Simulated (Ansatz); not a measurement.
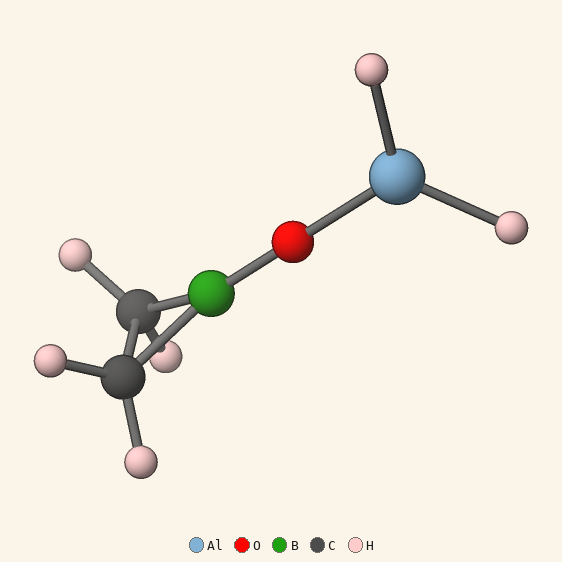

Starting geometry of the run.

The calculation was set up as follows.

```yaml
crystal:
  periodic: [false, false, false]
  atoms:
    - {symbol: Al, position_ang: [-1.236388, 2.478221, -0.161153]}
    - {symbol: O, position_ang: [-0.481956, 0.975206, -0.060793]}
    - {symbol: B, position_ang: [0.107682, -0.206130, 0.015781]}
    - {symbol: C, position_ang: [0.344749, -1.499347, 0.787161]}
    - {symbol: C, position_ang: [1.034898, -1.245297, -0.603913]}
    - {symbol: H, position_ang: [-0.464971, 3.710650, 0.447401]}
    - {symbol: H, position_ang: [-2.650713, 2.526721, -0.855188]}
    - {symbol: H, position_ang: [-0.407296, -2.283428, 0.815799]}
    - {symbol: H, position_ang: [1.001672, -1.524173, 1.652661]}
    - {symbol: H, position_ang: [2.113926, -1.116192, -0.590041]}
    - {symbol: H, position_ang: [0.703796, -1.873230, -1.426914]}
basis:
  gaussian: {orbitals: def2-TZVPP}
hamiltonian: {xc: r2scan, dispersion: d4}
output: {forces: true, orbitals: {seedname: orbitals}}
```

Command:

```sh
ansatz run in.yaml --threads 4 --pin off --events-out ev --progress --plain --max-ram 10444MiB
```

Output:

```
Functional definition: r2SCAN
  name "r2SCAN"
  cite "Furness, Kaplan, Ning, Perdew & Sun, J. Phys. Chem. Lett. 11, 8208 (2020) doi:10.1021/acs.jpclett.0c02405"
  cite "Furness, Kaplan, Ning, Perdew & Sun, J. Phys. Chem. Lett. 11, 9248 (2020) doi:10.1021/acs.jpclett.0c03077"
  parent r2scan
  parameter k0 = 0.174
  parameter k1 = 0.065
  parameter a1 = 4.9479
  exchange = r2scan_x(k0 = k0, k1 = k1, a1 = a1)
  correlation = r2scan_c
1303 factors; their error is unknown
mean field evaluation 1: about -11477.3061 eV, gradient 8.4e1 eV
mean field evaluation 2: about -11425.2845 eV, gradient 1.5e2 eV
mean field evaluation 4: about -11491.4024 eV, gradient 1.2e1 eV
mean field evaluation 8: about -11491.7329 eV, gradient 2.9e-1 eV
mean field evaluation 16: about -11491.7108 eV, gradient 7.8e-4 eV
mean field -11491.71080423 eV, -422.3125826942 hartree, gradient 2.2e-5 eV, S^2 0.000000; 0 other end points of the search recorded, 0 dependent functions left out
the calculation of the forces begins
reference -11491.71081999 eV, -422.3125832733 hartree; 22, 22 occupied and 228, 228 virtual orbitals, 1303 factors
Total energy: -11491.75864943 eV, -422.3143409726 hartree
Atom 0 at    -1.236388     2.478221    -0.161153 Å, force    -0.044782     0.090158    -0.005823 eV/Å
Atom 1 at    -0.481956     0.975206    -0.060793 Å, force    -0.048126     0.095691    -0.007174 eV/Å
Atom 2 at     0.107682    -0.206130     0.015781 Å, force     0.089192    -0.179546     0.012692 eV/Å
Atom 3 at     0.344749    -1.499347     0.787161 Å, force    -0.093137    -0.009040     0.170414 eV/Å
Atom 4 at     1.034898    -1.245297    -0.603913 Å, force     0.072257     0.051347    -0.173519 eV/Å
Atom 5 at    -0.464971     3.710650     0.447401 Å, force    -0.015613    -0.025719    -0.012429 eV/Å
Atom 6 at    -2.650713     2.526721    -0.855188 Å, force     0.029190    -0.001431     0.014317 eV/Å
Atom 7 at    -0.407296    -2.283428     0.815799 Å, force     0.015702     0.001751     0.005232 eV/Å
Atom 8 at     1.001672    -1.524173     1.652661 Å, force    -0.009091    -0.012208    -0.008622 eV/Å
Atom 9 at     2.113926    -1.116192    -0.590041 Å, force    -0.010313    -0.012086    -0.004398 eV/Å
Atom 10 at     0.703796    -1.873230    -1.426914 Å, force     0.014721     0.001084     0.009308 eV/Å
Dipole moment:    -0.072896     0.145214    -0.009742 e Å
```
